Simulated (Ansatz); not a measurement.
Partial pair distribution functions of a relaxed model of amorphous Ti10Al12O38, broadened by 0.06 Å; density 3.18 g/cm³. Computed with PBE, scalar-relativistic without spin-orbit coupling (plane waves to 420 eV, PAW; Ansatz, a first-principles code).

A CHGNet melt-quench gave the starting glass, which DFT then relaxed. O atoms were pushed apart under 1.9 Å during the dynamics, to hinder bonds among them. It is the lowest in DFT energy of 2 quenches. It is a model cell: composition and starting density were chosen by hand, and all elements were melted together. No dispersion term was used. Its density started from a set value of 3.15 and ended at 3.18 g/cm³. Cooling (nominally 140 K/ps over its main leg) ran many orders faster than in experiment, which tends to leave more defects and strain. Values belong to this one cell and scatter from quench to quench. The volume was free in the relaxation, at fixed shape. Stress components on the final sampling reach 1.8 GPa.

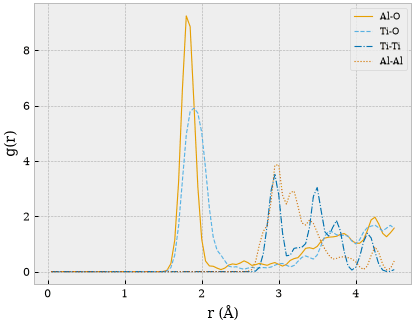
Fig. 1. Partial pair distribution functions

Highest peaks under 4.5 Å: Al-O near 1.80 Å, Ti-O near 1.90 Å, Ti-Ti near 2.95 Å, Al-Al near 3.00 Å; pairs of few atoms are noisy.

Within 2.20 Å each Al has 4.42 O neighbours on average.
